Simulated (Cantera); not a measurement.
Feed: 1 mol SiF4, 0.99 mol C2H2, a varied amount of H2, at 1098.15 K and 33000 Pa.

Method: chemical equilibrium by Gibbs-energy minimisation in Cantera with the NASA 1993 tables (ideal gas, pure condensed phases). Candidate condensed phases: C, C6H6, C7H8, C8H18, Si, SiC; 113 gas species. The tables' values for SiF3 are old estimates; treat these amounts as uncertain. Rates play no part.

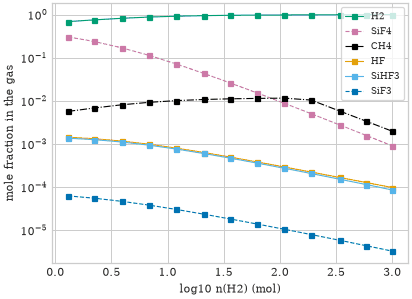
Figure: Equilibrium gas composition (values under 1e-9 drawn at 1e-9)

Read off the mole fractions at 590 mol H2.

H2 about 0.99, CH4 about 0.0034, SiF4 about 0.0016, HF about 0.00013, SiHF3 about 0.00011, SiF3 about 4.4e-6.
